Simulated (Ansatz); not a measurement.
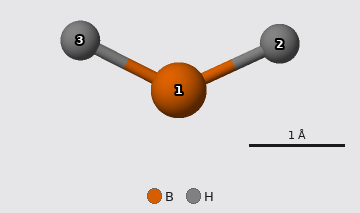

**Figure 1.** The starting structure (ball-and-stick view, seen on its broad side; atoms are numbered from 1 in the order of the input).

# BH₂: molecular dynamics (part 1 of 2)

System: BH₂, multiplicity 2.
Method: UKS B3LYP-D4/def2-SVP (Ansatz 0.2.0).

It belongs to a series of runs on one base structure; here: dynamics from the last frame of an earlier run. Figures and captions count atoms from 1; the log counts them from 0 in places.

**Log**
```
Engine: ansatz 0.2.0, aarch64-unknown-linux-gnu
Functional definition: B3LYP
  parameter a0 = 0.2
  parameter ax = 0.72
  parameter ac = 0.81
  exchange = (1 - a0 - ax)*slater_x + ax*b88_x + a0*exact_x
  correlation = (1 - ac)*vwn_rpa_c + ac*lyp_c
271 factors; integrals over basis functions are off by at most 5.0e-4 eV
mean field evaluation 1: about -704.7599 eV, gradient 6.5e0 eV
mean field evaluation 2: about -705.0816 eV, gradient 2.7e0 eV
mean field evaluation 4: about -705.1458 eV, gradient 8.8e-2 eV
mean field evaluation 8: about -705.1436 eV, gradient 5.1e-4 eV
mean field evaluation 16: about -705.1436 eV, gradient 1.1e-5 eV
mean field -705.14363947 eV, -25.9135507869 hartree, gradient 1.1e-5 eV, S^2 0.751073; 1 other end points of the search recorded, 0 dependent functions left out
the calculation of the forces begins
reference -705.14380989 eV, -25.9135570498 hartree; 4, 3 occupied and 20, 21 virtual orbitals, 271 factors
md step     0: t =     0.00 fs  T =   300.0 K  F+E_penalty+E_count = -705.16204097 eV  E_kin = 0.038778 eV  conserved = -705.12326297 eV  (28 SCF iters)
these checks for a lower state are left out or cut short: starts, cluster_reference, orbital_swaps, neighbouring_geometries, increment
271 factors; integrals over basis functions are off by at most 5.3e-4 eV
mean field -705.14128328 eV, -25.9134641985 hartree, gradient 8.9e-6 eV, S^2 0.751064; 0 other end points of the search recorded, 0 dependent functions left out
the calculation of the forces begins
reference -705.14145404 eV, -25.9134704740 hartree; 4, 3 occupied and 20, 21 virtual orbitals, 271 factors
md step     1: t =     0.50 fs  T =   282.5 K  F+E_penalty+E_count = -705.15969279 eV  E_kin = 0.036511 eV  conserved = -705.12318193 eV  (23 SCF iters)
[... from here on the SCF iterations and repeated set-up lines of each step are left out, up to the last step ...]
md step     2: t =     1.00 fs  T =   264.0 K  F+E_penalty+E_count = -705.15722486 eV  E_kin = 0.034119 eV  conserved = -705.12310648 eV  (22 SCF iters)
md step     3: t =     1.50 fs  T =   252.6 K  F+E_penalty+E_count = -705.15572986 eV  E_kin = 0.032656 eV  conserved = -705.12307391 eV  (22 SCF iters)
md step     4: t =     2.00 fs  T =   252.0 K  F+E_penalty+E_count = -705.15566004 eV  E_kin = 0.032567 eV  conserved = -705.12309360 eV  (22 SCF iters)
md step     5: t =     2.50 fs  T =   259.4 K  F+E_penalty+E_count = -705.15667725 eV  E_kin = 0.033533 eV  conserved = -705.12314654 eV  (22 SCF iters)
md step     6: t =     3.00 fs  T =   268.7 K  F+E_penalty+E_count = -705.15792597 eV  E_kin = 0.034728 eV  conserved = -705.12320079 eV  (22 SCF iters)
md step     7: t =     3.50 fs  T =   273.0 K  F+E_penalty+E_count = -705.15850860 eV  E_kin = 0.035282 eV  conserved = -705.12323033 eV  (22 SCF iters)
md step     8: t =     4.00 fs  T =   268.2 K  F+E_penalty+E_count = -705.15788664 eV  E_kin = 0.034667 eV  conserved = -705.12322540 eV  (23 SCF iters)
md step     9: t =     4.50 fs  T =   254.2 K  F+E_penalty+E_count = -705.15604344 eV  E_kin = 0.032858 eV  conserved = -705.12319274 eV  (23 SCF iters)
md step    10: t =     5.00 fs  T =   234.1 K  F+E_penalty+E_count = -705.15340025 eV  E_kin = 0.030261 eV  conserved = -705.12314811 eV  (22 SCF iters)
md step    11: t =     5.50 fs  T =   212.7 K  F+E_penalty+E_count = -705.15058792 eV  E_kin = 0.027491 eV  conserved = -705.12310782 eV  (22 SCF iters)
md step    12: t =     6.00 fs  T =   194.4 K  F+E_penalty+E_count = -705.14820196 eV  E_kin = 0.025132 eV  conserved = -705.12308274 eV  (21 SCF iters)
md step    13: t =     6.50 fs  T =   182.4 K  F+E_penalty+E_count = -705.14663693 eV  E_kin = 0.023577 eV  conserved = -705.12307507 eV  (23 SCF iters)
md step    14: t =     7.00 fs  T =   177.8 K  F+E_penalty+E_count = -705.14604447 eV  E_kin = 0.022983 eV  conserved = -705.12307987 eV  (23 SCF iters)
md step    15: t =     7.50 fs  T =   180.5 K  F+E_penalty+E_count = -705.14640037 eV  E_kin = 0.023333 eV  conserved = -705.12308852 eV  (22 SCF iters)
md step    16: t =     8.00 fs  T =   190.0 K  F+E_penalty+E_count = -705.14762546 eV  E_kin = 0.024556 eV  conserved = -705.12309429 eV  (22 SCF iters)
md step    17: t =     8.50 fs  T =   205.9 K  F+E_penalty+E_count = -705.14967805 eV  E_kin = 0.026610 eV  conserved = -705.12309726 eV  (22 SCF iters)
md step    18: t =     9.00 fs  T =   228.0 K  F+E_penalty+E_count = -705.15254470 eV  E_kin = 0.029473 eV  conserved = -705.12310637 eV  (22 SCF iters)
md step    19: t =     9.50 fs  T =   255.4 K  F+E_penalty+E_count = -705.15610554 eV  E_kin = 0.033012 eV  conserved = -705.12313517 eV  (23 SCF iters)
md step    20: t =    10.00 fs  T =   284.7 K  F+E_penalty+E_count = -705.15994056 eV  E_kin = 0.036798 eV  conserved = -705.12319160 eV  (23 SCF iters)
md step    21: t =    10.50 fs  T =   309.6 K  F+E_penalty+E_count = -705.16322642 eV  E_kin = 0.040016 eV  conserved = -705.12326730 eV  (22 SCF iters)
md step    22: t =    11.00 fs  T =   321.9 K  F+E_penalty+E_count = -705.16488003 eV  E_kin = 0.041612 eV  conserved = -705.12333382 eV  (22 SCF iters)
md step    23: t =    11.50 fs  T =   315.0 K  F+E_penalty+E_count = -705.16399258 eV  E_kin = 0.040714 eV  conserved = -705.12335287 eV  (24 SCF iters)
md step    24: t =    12.00 fs  T =   287.6 K  F+E_penalty+E_count = -705.16039271 eV  E_kin = 0.037176 eV  conserved = -705.12329850 eV  (29 SCF iters)
md step    25: t =    12.50 fs  T =   247.0 K  F+E_penalty+E_count = -705.15501188 eV  E_kin = 0.031923 eV  conserved = -705.12317833 eV  (22 SCF iters)
md step    26: t =    13.00 fs  T =   207.3 K  F+E_penalty+E_count = -705.14974411 eV  E_kin = 0.026802 eV  conserved = -705.12303811 eV  (22 SCF iters)
md step    27: t =    13.50 fs  T =   184.9 K  F+E_penalty+E_count = -705.14674552 eV  E_kin = 0.023906 eV  conserved = -705.12294148 eV  (21 SCF iters)
md step    28: t =    14.00 fs  T =   190.7 K  F+E_penalty+E_count = -705.14747809 eV  E_kin = 0.024651 eV  conserved = -705.12293514 eV  (22 SCF iters)
md step    29: t =    14.50 fs  T =   225.2 K  F+E_penalty+E_count = -705.15201063 eV  E_kin = 0.029103 eV  conserved = -705.12302243 eV  (22 SCF iters)
md step    30: t =    15.00 fs  T =   277.9 K  F+E_penalty+E_count = -705.15896425 eV  E_kin = 0.035925 eV  conserved = -705.12316350 eV  (21 SCF iters)
md step    31: t =    15.50 fs  T =   332.2 K  F+E_penalty+E_count = -705.16610433 eV  E_kin = 0.042940 eV  conserved = -705.12329995 eV  (22 SCF iters)
md step    32: t =    16.00 fs  T =   371.3 K  F+E_penalty+E_count = -705.17122431 eV  E_kin = 0.047988 eV  conserved = -705.12338448 eV  (22 SCF iters)
md step    33: t =    16.50 fs  T =   384.1 K  F+E_penalty+E_count = -705.17288124 eV  E_kin = 0.049645 eV  conserved = -705.12339793 eV  (22 SCF iters)
md step    34: t =    17.00 fs  T =   367.8 K  F+E_penalty+E_count = -705.17072004 eV  E_kin = 0.047546 eV  conserved = -705.12334836 eV  (22 SCF iters)
md step    35: t =    17.50 fs  T =   327.3 K  F+E_penalty+E_count = -705.16538143 eV  E_kin = 0.042307 eV  conserved = -705.12325973 eV  (23 SCF iters)
md step    36: t =    18.00 fs  T =   272.2 K  F+E_penalty+E_count = -705.15815441 eV  E_kin = 0.035190 eV  conserved = -705.12315887 eV  (21 SCF iters)
md step    37: t =    18.50 fs  T =   214.3 K  F+E_penalty+E_count = -705.15056667 eV  E_kin = 0.027702 eV  conserved = -705.12306711 eV  (22 SCF iters)
md step    38: t =    19.00 fs  T =   164.5 K  F+E_penalty+E_count = -705.14404768 eV  E_kin = 0.021260 eV  conserved = -705.12299689 eV  (21 SCF iters)
md step    39: t =    19.50 fs  T =   131.4 K  F+E_penalty+E_count = -705.13971865 eV  E_kin = 0.016980 eV  conserved = -705.12295324 eV  (22 SCF iters)
md step    40: t =    20.00 fs  T =   120.5 K  F+E_penalty+E_count = -705.13829515 eV  E_kin = 0.015577 eV  conserved = -705.12293726 eV  (21 SCF iters)
md step    41: t =    20.50 fs  T =   134.1 K  F+E_penalty+E_count = -705.14005400 eV  E_kin = 0.017329 eV  conserved = -705.12294981 eV  (22 SCF iters)
md step    42: t =    21.00 fs  T =   170.6 K  F+E_penalty+E_count = -705.14481058 eV  E_kin = 0.022049 eV  conserved = -705.12299364 eV  (22 SCF iters)
md step    43: t =    21.50 fs  T =   224.7 K  F+E_penalty+E_count = -705.15187860 eV  E_kin = 0.029049 eV  conserved = -705.12307207 eV  (23 SCF iters)
md step    44: t =    22.00 fs  T =   287.1 K  F+E_penalty+E_count = -705.16003329 eV  E_kin = 0.037105 eV  conserved = -705.12318399 eV  (22 SCF iters)
md step    45: t =    22.50 fs  T =   344.3 K  F+E_penalty+E_count = -705.16755383 eV  E_kin = 0.044510 eV  conserved = -705.12331635 eV  (22 SCF iters)
md step    46: t =    23.00 fs  T =   381.4 K  F+E_penalty+E_count = -705.17245082 eV  E_kin = 0.049303 eV  conserved = -705.12343924 eV  (23 SCF iters)
md step    47: t =    23.50 fs  T =   384.9 K  F+E_penalty+E_count = -705.17294528 eV  E_kin = 0.049747 eV  conserved = -705.12350862 eV  (24 SCF iters)
md step    48: t =    24.00 fs  T =   348.1 K  F+E_penalty+E_count = -705.16814293 eV  E_kin = 0.044990 eV  conserved = -705.12348112 eV  (24 SCF iters)
md step    49: t =    24.50 fs  T =   276.0 K  F+E_penalty+E_count = -705.15866774 eV  E_kin = 0.035671 eV  conserved = -705.12333912 eV  (24 SCF iters)
md step    50: t =    25.00 fs  T =   186.6 K  F+E_penalty+E_count = -705.14688412 eV  E_kin = 0.024125 eV  conserved = -705.12311269 eV  (23 SCF iters)
md step    51: t =    25.50 fs  T =   107.3 K  F+E_penalty+E_count = -705.13639419 eV  E_kin = 0.013875 eV  conserved = -705.12288073 eV  (30 SCF iters)
md step    52: t =    26.00 fs  T =    65.3 K  F+E_penalty+E_count = -705.13081755 eV  E_kin = 0.008444 eV  conserved = -705.12274006 eV  (22 SCF iters)
md step    53: t =    26.50 fs  T =    76.9 K  F+E_penalty+E_count = -705.13232696 eV  E_kin = 0.009943 eV  conserved = -705.12275467 eV  (22 SCF iters)
md step    54: t =    27.00 fs  T =   140.4 K  F+E_penalty+E_count = -705.14068738 eV  E_kin = 0.018146 eV  conserved = -705.12291883 eV  (22 SCF iters)
md step    55: t =    27.50 fs  T =   236.5 K  F+E_penalty+E_count = -705.15333578 eV  E_kin = 0.030564 eV  conserved = -705.12316182 eV  (22 SCF iters)
md step    56: t =    28.00 fs  T =   336.2 K  F+E_penalty+E_count = -705.16643760 eV  E_kin = 0.043459 eV  conserved = -705.12338917 eV  (23 SCF iters)
md step    57: t =    28.50 fs  T =   411.8 K  F+E_penalty+E_count = -705.17632174 eV  E_kin = 0.053229 eV  conserved = -705.12352903 eV  (23 SCF iters)
md step    58: t =    29.00 fs  T =   445.0 K  F+E_penalty+E_count = -705.18060896 eV  E_kin = 0.057519 eV  conserved = -705.12355480 eV  (24 SCF iters)
md step    59: t =    29.50 fs  T =   430.8 K  F+E_penalty+E_count = -705.17867140 eV  E_kin = 0.055683 eV  conserved = -705.12348086 eV  (24 SCF iters)
md step    60: t =    30.00 fs  T =   376.3 K  F+E_penalty+E_count = -705.17146203 eV  E_kin = 0.048635 eV  conserved = -705.12334369 eV  (23 SCF iters)
md step    61: t =    30.50 fs  T =   296.6 K  F+E_penalty+E_count = -705.16098163 eV  E_kin = 0.038335 eV  conserved = -705.12318324 eV  (23 SCF iters)
md step    62: t =    31.00 fs  T =   210.3 K  F+E_penalty+E_count = -705.14966365 eV  E_kin = 0.027184 eV  conserved = -705.12303211 eV  (22 SCF iters)
md step    63: t =    31.50 fs  T =   135.4 K  F+E_penalty+E_count = -705.13985308 eV  E_kin = 0.017504 eV  conserved = -705.12291204 eV  (21 SCF iters)
md step    64: t =    32.00 fs  T =    86.5 K  F+E_penalty+E_count = -705.13344142 eV  E_kin = 0.011176 eV  conserved = -705.12283573 eV  (22 SCF iters)
md step    65: t =    32.50 fs  T =    72.8 K  F+E_penalty+E_count = -705.13164296 eV  E_kin = 0.009409 eV  conserved = -705.12280986 eV  (21 SCF iters, 3 dispersion substeps)
md step    66: t =    33.00 fs  T =    97.6 K  F+E_penalty+E_count = -705.13487158 eV  E_kin = 0.012616 eV  conserved = -705.12283774 eV  (21 SCF iters, 3 dispersion substeps)
md step    67: t =    33.50 fs  T =   157.5 K  F+E_penalty+E_count = -705.14268363 eV  E_kin = 0.020356 eV  conserved = -705.12291953 eV  (21 SCF iters, 3 dispersion substeps)
md step    68: t =    34.00 fs  T =   242.5 K  F+E_penalty+E_count = -705.15378171 eV  E_kin = 0.031340 eV  conserved = -705.12305052 eV  (22 SCF iters, 3 dispersion substeps)
md step    69: t =    34.50 fs  T =   336.7 K  F+E_penalty+E_count = -705.16610621 eV  E_kin = 0.043522 eV  conserved = -705.12321754 eV  (22 SCF iters, 3 dispersion substeps)
md step    70: t =    35.00 fs  T =   420.4 K  F+E_penalty+E_count = -705.17706740 eV  E_kin = 0.054337 eV  conserved = -705.12339514 eV  (22 SCF iters, 3 dispersion substeps)
md step    71: t =    35.50 fs  T =   472.9 K  F+E_penalty+E_count = -705.18397000 eV  E_kin = 0.061127 eV  conserved = -705.12354377 eV  (24 SCF iters, 3 dispersion substeps)
md step    72: t =    36.00 fs  T =   477.8 K  F+E_penalty+E_count = -705.18464129 eV  E_kin = 0.061763 eV  conserved = -705.12361545 eV  (23 SCF iters, 3 dispersion substeps)
md step    73: t =    36.50 fs  T =   428.4 K  F+E_penalty+E_count = -705.17816953 eV  E_kin = 0.055373 eV  conserved = -705.12356795 eV  (24 SCF iters, 3 dispersion substeps)
md step    74: t =    37.00 fs  T =   332.1 K  F+E_penalty+E_count = -705.16552157 eV  E_kin = 0.042932 eV  conserved = -705.12338787 eV  (23 SCF iters, 3 dispersion substeps)
md step    75: t =    37.50 fs  T =   212.0 K  F+E_penalty+E_count = -705.14969457 eV  E_kin = 0.027400 eV  conserved = -705.12311185 eV  (22 SCF iters, 3 dispersion substeps)
md step    76: t =    38.00 fs  T =   101.4 K  F+E_penalty+E_count = -705.13510134 eV  E_kin = 0.013102 eV  conserved = -705.12282855 eV  (22 SCF iters, 3 dispersion substeps)
md step    77: t =    38.50 fs  T =    33.8 K  F+E_penalty+E_count = -705.12618898 eV  E_kin = 0.004375 eV  conserved = -705.12264794 eV  (22 SCF iters, 3 dispersion substeps)
md step    78: t =    39.00 fs  T =    30.6 K  F+E_penalty+E_count = -705.12576875 eV  E_kin = 0.003959 eV  conserved = -705.12264668 eV  (30 SCF iters, 3 dispersion substeps)
md step    79: t =    39.50 fs  T =    91.9 K  F+E_penalty+E_count = -705.13386325 eV  E_kin = 0.011881 eV  conserved = -705.12282457 eV  (21 SCF iters, 3 dispersion substeps)
md step    80: t =    40.00 fs  T =   196.9 K  F+E_penalty+E_count = -705.14770533 eV  E_kin = 0.025456 eV  conserved = -705.12310512 eV  (22 SCF iters, 3 dispersion substeps)
md step    81: t =    40.50 fs  T =   312.4 K  F+E_penalty+E_count = -705.16288127 eV  E_kin = 0.040382 eV  conserved = -705.12337966 eV  (22 SCF iters, 3 dispersion substeps)
md step    82: t =    41.00 fs  T =   404.9 K  F+E_penalty+E_count = -705.17498061 eV  E_kin = 0.052334 eV  conserved = -705.12356082 eV  (24 SCF iters, 3 dispersion substeps)
md step    83: t =    41.50 fs  T =   451.1 K  F+E_penalty+E_count = -705.18096184 eV  E_kin = 0.058304 eV  conserved = -705.12361177 eV  (23 SCF iters, 3 dispersion substeps)
md step    84: t =    42.00 fs  T =   442.7 K  F+E_penalty+E_count = -705.17977565 eV  E_kin = 0.057227 eV  conserved = -705.12354380 eV  (23 SCF iters, 3 dispersion substeps)
md step    85: t =    42.50 fs  T =   385.9 K  F+E_penalty+E_count = -705.17225099 eV  E_kin = 0.049887 eV  conserved = -705.12339594 eV  (23 SCF iters, 3 dispersion substeps)
md step    86: t =    43.00 fs  T =   296.9 K  F+E_penalty+E_count = -705.16052914 eV  E_kin = 0.038376 eV  conserved = -705.12321371 eV  (22 SCF iters, 3 dispersion substeps)
md step    87: t =    43.50 fs  T =   196.6 K  F+E_penalty+E_count = -705.14736572 eV  E_kin = 0.025412 eV  conserved = -705.12303588 eV  (22 SCF iters, 3 dispersion substeps)
md step    88: t =    44.00 fs  T =   106.1 K  F+E_penalty+E_count = -705.13551229 eV  E_kin = 0.013718 eV  conserved = -705.12288983 eV  (22 SCF iters, 3 dispersion substeps)
md step    89: t =    44.50 fs  T =    43.1 K  F+E_penalty+E_count = -705.12726268 eV  E_kin = 0.005573 eV  conserved = -705.12279233 eV  (21 SCF iters, 3 dispersion substeps)
md step    90: t =    45.00 fs  T =    19.5 K  F+E_penalty+E_count = -705.12416280 eV  E_kin = 0.002516 eV  conserved = -705.12275246 eV  (18 SCF iters, 3 dispersion substeps)
md step    91: t =    45.50 fs  T =    40.1 K  F+E_penalty+E_count = -705.12684857 eV  E_kin = 0.005184 eV  conserved = -705.12277397 eV  (19 SCF iters, 3 dispersion substeps)
md step    92: t =    46.00 fs  T =   102.4 K  F+E_penalty+E_count = -705.13497848 eV  E_kin = 0.013239 eV  conserved = -705.12285619 eV  (22 SCF iters, 3 dispersion substeps)
md step    93: t =    46.50 fs  T =   196.4 K  F+E_penalty+E_count = -705.14724811 eV  E_kin = 0.025389 eV  conserved = -705.12299309 eV  (22 SCF iters, 3 dispersion substeps)
```
